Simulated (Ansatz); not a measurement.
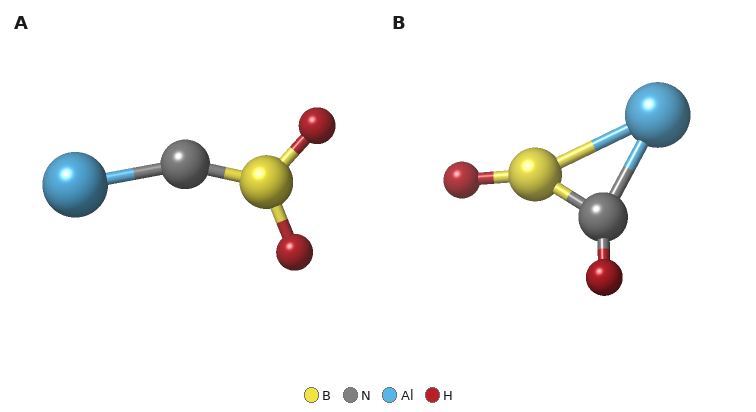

2 stationary structures of one formula. Charge 0, doublet. Geometries: PBE-D4/def2-SVP. Electronic energies: PBE-D4/def2-SVP (Ansatz 0.2.0), without zero-point energy. No frequency run is at hand to confirm each as a minimum.

Question: Which is lowest in energy, and by how much?

Answer: B is lowest (Cs); A lies 24.8 kJ/mol above it (Cs).
